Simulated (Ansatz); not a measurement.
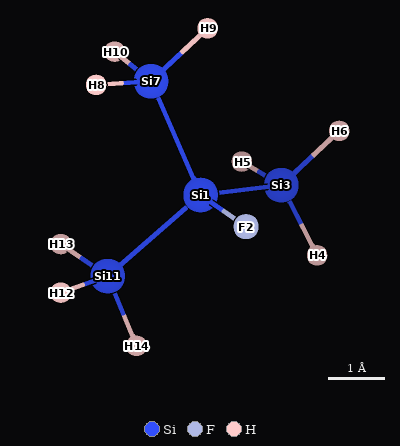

Figure 1. The starting structure (ball-and-stick view, seen at a tilt; atoms are numbered from 1 in the order of the input). Bond lengths as drawn: F–Si 1.67 Å, H–Si 1.45 Å and Si–Si 2.28 Å.

**Si4H9F: molecular dynamics (part 1 of 3)**

Si4H9F, computed with RKS B3LYP-D4/STO-3G (Ansatz 0.2.0).

It belongs to a series of runs on one base structure; here: dynamics from the start. Figures and captions count atoms from 1; the log counts them from 0 in places.

## Output
```
Engine: ansatz 0.2.0, aarch64-unknown-linux-gnu
Functional definition: B3LYP
  parameter a0 = 0.2
  parameter ax = 0.72
  parameter ac = 0.81
  exchange = (1 - a0 - ax)*slater_x + ax*b88_x + a0*exact_x
  correlation = (1 - ac)*vwn_rpa_c + ac*lyp_c
655 factors; integrals over basis functions are off by at most 1.1e-5 eV
mean field evaluation 1: about -33968.1246 eV, gradient 2.7e1 eV
mean field evaluation 2: about -33966.6658 eV, gradient 3.7e1 eV
mean field evaluation 4: about -33970.9576 eV, gradient 8.8e-1 eV
mean field evaluation 8: about -33970.9219 eV, gradient 6.8e-3 eV
mean field -33970.92186126 eV, -1248.4083520835 hartree, gradient 1.2e-5 eV, S^2 0.000000; 0 other end points of the search recorded, 0 dependent functions left out
the calculation of the forces begins
reference -33970.92208173 eV, -1248.4083601855 hartree; 37, 37 occupied and 13, 13 virtual orbitals, 655 factors
md step     0: t =     0.00 fs  T =   185.7 K (target 200.0 K)  F+E_penalty+E_count = -33971.55746534 eV  E_kin = 0.336076 eV  (21 SCF iters)
these checks for a lower state are left out or cut short: starts, cluster_reference, orbital_swaps, neighbouring_geometries, increment
655 factors; integrals over basis functions are off by at most 1.1e-5 eV
mean field evaluation 16: about -33970.9109 eV, gradient 6.8e-2 eV
mean field -33970.91097025 eV, -1248.4079518464 hartree, gradient 6.7e-5 eV, S^2 0.000000; 0 other end points of the search recorded, 0 dependent functions left out
the calculation of the forces begins
reference -33970.91119022 eV, -1248.4079599298 hartree; 37, 37 occupied and 13, 13 virtual orbitals, 655 factors
md step     1: t =     0.50 fs  T =   177.3 K (target 200.0 K)  F+E_penalty+E_count = -33971.54711492 eV  E_kin = 0.320813 eV  (22 SCF iters)
[... from here on the SCF iterations and repeated set-up lines of each step are left out, up to the last step ...]
md step     2: t =     1.00 fs  T =   170.9 K (target 200.0 K)  F+E_penalty+E_count = -33971.51777149 eV  E_kin = 0.309216 eV  (21 SCF iters)
md step     3: t =     1.50 fs  T =   145.1 K (target 200.0 K)  F+E_penalty+E_count = -33971.47564902 eV  E_kin = 0.262569 eV  (21 SCF iters)
md step     4: t =     2.00 fs  T =   113.8 K (target 200.0 K)  F+E_penalty+E_count = -33971.43332404 eV  E_kin = 0.205978 eV  (19 SCF iters)
md step     5: t =     2.50 fs  T =   117.7 K (target 200.0 K)  F+E_penalty+E_count = -33971.40496859 eV  E_kin = 0.213042 eV  (19 SCF iters)
md step     6: t =     3.00 fs  T =   104.5 K (target 200.0 K)  F+E_penalty+E_count = -33971.39468349 eV  E_kin = 0.189099 eV  (19 SCF iters)
md step     7: t =     3.50 fs  T =   120.6 K (target 200.0 K)  F+E_penalty+E_count = -33971.40251024 eV  E_kin = 0.218258 eV  (18 SCF iters)
md step     8: t =     4.00 fs  T =   114.6 K (target 200.0 K)  F+E_penalty+E_count = -33971.42273877 eV  E_kin = 0.207305 eV  (18 SCF iters)
md step     9: t =     4.50 fs  T =   120.9 K (target 200.0 K)  F+E_penalty+E_count = -33971.44803390 eV  E_kin = 0.218810 eV  (19 SCF iters)
md step    10: t =     5.00 fs  T =   147.6 K (target 200.0 K)  F+E_penalty+E_count = -33971.47009686 eV  E_kin = 0.267153 eV  (18 SCF iters)
md step    11: t =     5.50 fs  T =   155.6 K (target 200.0 K)  F+E_penalty+E_count = -33971.47901145 eV  E_kin = 0.281616 eV  (21 SCF iters)
md step    12: t =     6.00 fs  T =   142.2 K (target 200.0 K)  F+E_penalty+E_count = -33971.47008516 eV  E_kin = 0.257247 eV  (22 SCF iters)
md step    13: t =     6.50 fs  T =   114.3 K (target 200.0 K)  F+E_penalty+E_count = -33971.44883487 eV  E_kin = 0.206903 eV  (18 SCF iters)
md step    14: t =     7.00 fs  T =   105.3 K (target 200.0 K)  F+E_penalty+E_count = -33971.42296398 eV  E_kin = 0.190637 eV  (18 SCF iters)
md step    15: t =     7.50 fs  T =    95.5 K (target 200.0 K)  F+E_penalty+E_count = -33971.39504908 eV  E_kin = 0.172848 eV  (19 SCF iters)
md step    16: t =     8.00 fs  T =    82.0 K (target 200.0 K)  F+E_penalty+E_count = -33971.36865361 eV  E_kin = 0.148466 eV  (19 SCF iters)
md step    17: t =     8.50 fs  T =    93.9 K (target 200.0 K)  F+E_penalty+E_count = -33971.34888000 eV  E_kin = 0.169855 eV  (19 SCF iters)
md step    18: t =     9.00 fs  T =   101.6 K (target 200.0 K)  F+E_penalty+E_count = -33971.33605851 eV  E_kin = 0.183865 eV  (18 SCF iters)
md step    19: t =     9.50 fs  T =   109.4 K (target 200.0 K)  F+E_penalty+E_count = -33971.33416054 eV  E_kin = 0.197970 eV  (19 SCF iters)
md step    20: t =    10.00 fs  T =    98.1 K (target 200.0 K)  F+E_penalty+E_count = -33971.34307072 eV  E_kin = 0.177570 eV  (18 SCF iters)
md step    21: t =    10.50 fs  T =   113.8 K (target 200.0 K)  F+E_penalty+E_count = -33971.35921956 eV  E_kin = 0.205946 eV  (22 SCF iters)
md step    22: t =    11.00 fs  T =   123.5 K (target 200.0 K)  F+E_penalty+E_count = -33971.37799512 eV  E_kin = 0.223409 eV  (19 SCF iters)
md step    23: t =    11.50 fs  T =   147.5 K (target 200.0 K)  F+E_penalty+E_count = -33971.39580139 eV  E_kin = 0.266891 eV  (19 SCF iters)
md step    24: t =    12.00 fs  T =   150.8 K (target 200.0 K)  F+E_penalty+E_count = -33971.40937072 eV  E_kin = 0.272831 eV  (21 SCF iters)
md step    25: t =    12.50 fs  T =   152.7 K (target 200.0 K)  F+E_penalty+E_count = -33971.41543969 eV  E_kin = 0.276347 eV  (22 SCF iters)
md step    26: t =    13.00 fs  T =   147.7 K (target 200.0 K)  F+E_penalty+E_count = -33971.41241975 eV  E_kin = 0.267306 eV  (22 SCF iters)
md step    27: t =    13.50 fs  T =   155.6 K (target 200.0 K)  F+E_penalty+E_count = -33971.40066413 eV  E_kin = 0.281597 eV  (22 SCF iters)
md step    28: t =    14.00 fs  T =   137.0 K (target 200.0 K)  F+E_penalty+E_count = -33971.38059807 eV  E_kin = 0.247840 eV  (21 SCF iters)
md step    29: t =    14.50 fs  T =   113.3 K (target 200.0 K)  F+E_penalty+E_count = -33971.35885184 eV  E_kin = 0.205118 eV  (18 SCF iters)
md step    30: t =    15.00 fs  T =   125.6 K (target 200.0 K)  F+E_penalty+E_count = -33971.34093568 eV  E_kin = 0.227372 eV  (18 SCF iters)
md step    31: t =    15.50 fs  T =   112.6 K (target 200.0 K)  F+E_penalty+E_count = -33971.32917041 eV  E_kin = 0.203832 eV  (19 SCF iters)
md step    32: t =    16.00 fs  T =   130.1 K (target 200.0 K)  F+E_penalty+E_count = -33971.32858834 eV  E_kin = 0.235380 eV  (19 SCF iters)
md step    33: t =    16.50 fs  T =   144.0 K (target 200.0 K)  F+E_penalty+E_count = -33971.33552517 eV  E_kin = 0.260607 eV  (19 SCF iters)
md step    34: t =    17.00 fs  T =   141.8 K (target 200.0 K)  F+E_penalty+E_count = -33971.34819066 eV  E_kin = 0.256666 eV  (19 SCF iters)
md step    35: t =    17.50 fs  T =   164.1 K (target 200.0 K)  F+E_penalty+E_count = -33971.36392125 eV  E_kin = 0.297042 eV  (19 SCF iters)
md step    36: t =    18.00 fs  T =   179.2 K (target 200.0 K)  F+E_penalty+E_count = -33971.38022311 eV  E_kin = 0.324351 eV  (19 SCF iters)
md step    37: t =    18.50 fs  T =   193.9 K (target 200.0 K)  F+E_penalty+E_count = -33971.39297794 eV  E_kin = 0.350900 eV  (19 SCF iters)
md step    38: t =    19.00 fs  T =   203.8 K (target 199.3 K)  F+E_penalty+E_count = -33971.39702148 eV  E_kin = 0.368877 eV  (22 SCF iters)
md step    39: t =    19.50 fs  T =   159.1 K (target 198.0 K)  F+E_penalty+E_count = -33971.38846091 eV  E_kin = 0.287847 eV  (21 SCF iters)
md step    40: t =    20.00 fs  T =   149.1 K (target 196.7 K)  F+E_penalty+E_count = -33971.37016633 eV  E_kin = 0.269902 eV  (19 SCF iters)
md step    41: t =    20.50 fs  T =   143.2 K (target 195.4 K)  F+E_penalty+E_count = -33971.34447100 eV  E_kin = 0.259189 eV  (19 SCF iters)
md step    42: t =    21.00 fs  T =   122.5 K (target 194.0 K)  F+E_penalty+E_count = -33971.31490813 eV  E_kin = 0.221711 eV  (19 SCF iters)
md step    43: t =    21.50 fs  T =   120.7 K (target 192.7 K)  F+E_penalty+E_count = -33971.28614571 eV  E_kin = 0.218373 eV  (19 SCF iters)
md step    44: t =    22.00 fs  T =   120.6 K (target 191.4 K)  F+E_penalty+E_count = -33971.26045312 eV  E_kin = 0.218222 eV  (21 SCF iters)
md step    45: t =    22.50 fs  T =   121.9 K (target 190.0 K)  F+E_penalty+E_count = -33971.24003209 eV  E_kin = 0.220656 eV  (19 SCF iters)
md step    46: t =    23.00 fs  T =   110.7 K (target 188.7 K)  F+E_penalty+E_count = -33971.22390303 eV  E_kin = 0.200394 eV  (18 SCF iters)
md step    47: t =    23.50 fs  T =   102.9 K (target 187.4 K)  F+E_penalty+E_count = -33971.21328789 eV  E_kin = 0.186273 eV  (19 SCF iters)
md step    48: t =    24.00 fs  T =   104.0 K (target 186.1 K)  F+E_penalty+E_count = -33971.21436837 eV  E_kin = 0.188191 eV  (18 SCF iters)
md step    49: t =    24.50 fs  T =   106.6 K (target 184.7 K)  F+E_penalty+E_count = -33971.22772066 eV  E_kin = 0.192872 eV  (19 SCF iters)
md step    50: t =    25.00 fs  T =   119.9 K (target 183.4 K)  F+E_penalty+E_count = -33971.24640896 eV  E_kin = 0.216907 eV  (19 SCF iters)
md step    51: t =    25.50 fs  T =   129.1 K (target 182.1 K)  F+E_penalty+E_count = -33971.26396640 eV  E_kin = 0.233624 eV  (18 SCF iters)
md step    52: t =    26.00 fs  T =   140.5 K (target 180.8 K)  F+E_penalty+E_count = -33971.27640596 eV  E_kin = 0.254199 eV  (19 SCF iters)
md step    53: t =    26.50 fs  T =   159.8 K (target 179.4 K)  F+E_penalty+E_count = -33971.27964001 eV  E_kin = 0.289195 eV  (22 SCF iters)
md step    54: t =    27.00 fs  T =   162.8 K (target 178.1 K)  F+E_penalty+E_count = -33971.27309389 eV  E_kin = 0.294693 eV  (22 SCF iters)
md step    55: t =    27.50 fs  T =   171.9 K (target 176.8 K)  F+E_penalty+E_count = -33971.26060217 eV  E_kin = 0.311154 eV  (22 SCF iters)
md step    56: t =    28.00 fs  T =   159.9 K (target 175.4 K)  F+E_penalty+E_count = -33971.24633850 eV  E_kin = 0.289333 eV  (19 SCF iters)
md step    57: t =    28.50 fs  T =   149.2 K (target 174.1 K)  F+E_penalty+E_count = -33971.23348866 eV  E_kin = 0.269954 eV  (18 SCF iters)
md step    58: t =    29.00 fs  T =   152.3 K (target 172.8 K)  F+E_penalty+E_count = -33971.22813753 eV  E_kin = 0.275692 eV  (19 SCF iters)
md step    59: t =    29.50 fs  T =   180.8 K (target 171.5 K)  F+E_penalty+E_count = -33971.23273286 eV  E_kin = 0.327232 eV  (19 SCF iters)
md step    60: t =    30.00 fs  T =   178.1 K (target 170.1 K)  F+E_penalty+E_count = -33971.24627353 eV  E_kin = 0.322329 eV  (18 SCF iters)
md step    61: t =    30.50 fs  T =   186.0 K (target 168.8 K)  F+E_penalty+E_count = -33971.26737444 eV  E_kin = 0.336517 eV  (18 SCF iters)
md step    62: t =    31.00 fs  T =   210.4 K (target 167.5 K)  F+E_penalty+E_count = -33971.29346869 eV  E_kin = 0.380767 eV  (22 SCF iters)
md step    63: t =    31.50 fs  T =   223.7 K (target 166.2 K)  F+E_penalty+E_count = -33971.31807040 eV  E_kin = 0.404865 eV  (22 SCF iters)
md step    64: t =    32.00 fs  T =   233.3 K (target 164.8 K)  F+E_penalty+E_count = -33971.33498313 eV  E_kin = 0.422177 eV  (22 SCF iters)
md step    65: t =    32.50 fs  T =   221.6 K (target 163.5 K)  F+E_penalty+E_count = -33971.34158198 eV  E_kin = 0.401046 eV  (22 SCF iters)
md step    66: t =    33.00 fs  T =   248.3 K (target 162.2 K)  F+E_penalty+E_count = -33971.33826316 eV  E_kin = 0.449421 eV  (22 SCF iters)
md step    67: t =    33.50 fs  T =   199.7 K (target 160.8 K)  F+E_penalty+E_count = -33971.32634808 eV  E_kin = 0.361335 eV  (22 SCF iters)
md step    68: t =    34.00 fs  T =   197.7 K (target 159.5 K)  F+E_penalty+E_count = -33971.31201979 eV  E_kin = 0.357818 eV  (22 SCF iters)
md step    69: t =    34.50 fs  T =   181.6 K (target 158.2 K)  F+E_penalty+E_count = -33971.29984611 eV  E_kin = 0.328690 eV  (18 SCF iters)
md step    70: t =    35.00 fs  T =   164.2 K (target 156.9 K)  F+E_penalty+E_count = -33971.29318124 eV  E_kin = 0.297230 eV  (18 SCF iters)
md step    71: t =    35.50 fs  T =   168.2 K (target 155.5 K)  F+E_penalty+E_count = -33971.29154557 eV  E_kin = 0.304410 eV  (19 SCF iters)
md step    72: t =    36.00 fs  T =   176.1 K (target 154.2 K)  F+E_penalty+E_count = -33971.29428552 eV  E_kin = 0.318661 eV  (18 SCF iters)
md step    73: t =    36.50 fs  T =   182.2 K (target 152.9 K)  F+E_penalty+E_count = -33971.30124240 eV  E_kin = 0.329730 eV  (19 SCF iters)
md step    74: t =    37.00 fs  T =   173.0 K (target 151.5 K)  F+E_penalty+E_count = -33971.30958308 eV  E_kin = 0.313035 eV  (19 SCF iters)
md step    75: t =    37.50 fs  T =   181.6 K (target 150.2 K)  F+E_penalty+E_count = -33971.31862184 eV  E_kin = 0.328603 eV  (21 SCF iters)
md step    76: t =    38.00 fs  T =   166.7 K (target 148.9 K)  F+E_penalty+E_count = -33971.32536050 eV  E_kin = 0.301681 eV  (22 SCF iters)
md step    77: t =    38.50 fs  T =   172.8 K (target 147.6 K)  F+E_penalty+E_count = -33971.32627982 eV  E_kin = 0.312779 eV  (22 SCF iters)
md step    78: t =    39.00 fs  T =   159.9 K (target 146.2 K)  F+E_penalty+E_count = -33971.32277448 eV  E_kin = 0.289327 eV  (22 SCF iters)
md step    79: t =    39.50 fs  T =   149.9 K (target 144.9 K)  F+E_penalty+E_count = -33971.31781860 eV  E_kin = 0.271221 eV  (19 SCF iters)
md step    80: t =    40.00 fs  T =   147.4 K (target 143.6 K)  F+E_penalty+E_count = -33971.31258930 eV  E_kin = 0.266732 eV  (19 SCF iters)
md step    81: t =    40.50 fs  T =   148.8 K (target 142.3 K)  F+E_penalty+E_count = -33971.30446368 eV  E_kin = 0.269246 eV  (19 SCF iters)
md step    82: t =    41.00 fs  T =   134.3 K (target 140.9 K)  F+E_penalty+E_count = -33971.29496158 eV  E_kin = 0.243083 eV  (19 SCF iters)
md step    83: t =    41.50 fs  T =   125.8 K (target 139.6 K)  F+E_penalty+E_count = -33971.28683667 eV  E_kin = 0.227683 eV  (19 SCF iters)
md step    84: t =    42.00 fs  T =   121.9 K (target 138.3 K)  F+E_penalty+E_count = -33971.28245895 eV  E_kin = 0.220661 eV  (19 SCF iters)
md step    85: t =    42.50 fs  T =   124.5 K (target 136.9 K)  F+E_penalty+E_count = -33971.28477852 eV  E_kin = 0.225290 eV  (19 SCF iters)
md step    86: t =    43.00 fs  T =   138.4 K (target 135.6 K)  F+E_penalty+E_count = -33971.29198555 eV  E_kin = 0.250364 eV  (18 SCF iters)
md step    87: t =    43.50 fs  T =   126.7 K (target 134.3 K)  F+E_penalty+E_count = -33971.30153207 eV  E_kin = 0.229297 eV  (18 SCF iters)
md step    88: t =    44.00 fs  T =   125.8 K (target 133.0 K)  F+E_penalty+E_count = -33971.31281044 eV  E_kin = 0.227592 eV  (19 SCF iters)
md step    89: t =    44.50 fs  T =   130.4 K (target 131.6 K)  F+E_penalty+E_count = -33971.32628150 eV  E_kin = 0.236047 eV  (22 SCF iters)
md step    90: t =    45.00 fs  T =   140.5 K (target 130.3 K)  F+E_penalty+E_count = -33971.34081943 eV  E_kin = 0.254261 eV  (18 SCF iters)
md step    91: t =    45.50 fs  T =   143.2 K (target 129.0 K)  F+E_penalty+E_count = -33971.35391087 eV  E_kin = 0.259226 eV  (22 SCF iters)
md step    92: t =    46.00 fs  T =   157.6 K (target 127.7 K)  F+E_penalty+E_count = -33971.36139804 eV  E_kin = 0.285229 eV  (22 SCF iters)
md step    93: t =    46.50 fs  T =   152.8 K (target 126.3 K)  F+E_penalty+E_count = -33971.36014691 eV  E_kin = 0.276560 eV  (22 SCF iters)
md step    94: t =    47.00 fs  T =   165.6 K (target 125.0 K)  F+E_penalty+E_count = -33971.35238066 eV  E_kin = 0.299595 eV  (21 SCF iters)
md step    95: t =    47.50 fs  T =   157.6 K (target 123.7 K)  F+E_penalty+E_count = -33971.34025691 eV  E_kin = 0.285183 eV  (22 SCF iters)
md step    96: t =    48.00 fs  T =   159.5 K (target 122.3 K)  F+E_penalty+E_count = -33971.32878073 eV  E_kin = 0.288550 eV  (18 SCF iters)
md step    97: t =    48.50 fs  T =   158.2 K (target 121.0 K)  F+E_penalty+E_count = -33971.32499789 eV  E_kin = 0.286214 eV  (18 SCF iters, 3 dispersion substeps)
md step    98: t =    49.00 fs  T =   170.3 K (target 119.7 K)  F+E_penalty+E_count = -33971.32983728 eV  E_kin = 0.308219 eV  (18 SCF iters, 3 dispersion substeps)
md step    99: t =    49.50 fs  T =   170.6 K (target 118.4 K)  F+E_penalty+E_count = -33971.34453685 eV  E_kin = 0.308785 eV  (19 SCF iters, 3 dispersion substeps)
md step   100: t =    50.00 fs  T =   180.2 K (target 117.0 K)  F+E_penalty+E_count = -33971.36748436 eV  E_kin = 0.326009 eV  (21 SCF iters, 3 dispersion substeps)
md step   101: t =    50.50 fs  T =   193.7 K (target 115.7 K)  F+E_penalty+E_count = -33971.39091573 eV  E_kin = 0.350525 eV  (22 SCF iters, 3 dispersion substeps)
md step   102: t =    51.00 fs  T =   196.5 K (target 114.4 K)  F+E_penalty+E_count = -33971.41042144 eV  E_kin = 0.355560 eV  (22 SCF iters, 3 dispersion substeps)
md step   103: t =    51.50 fs  T =   194.7 K (target 113.1 K)  F+E_penalty+E_count = -33971.42271974 eV  E_kin = 0.352335 eV  (21 SCF iters, 3 dispersion substeps)
md step   104: t =    52.00 fs  T =   175.7 K (target 111.7 K)  F+E_penalty+E_count = -33971.42424947 eV  E_kin = 0.318030 eV  (22 SCF iters, 3 dispersion substeps)
```
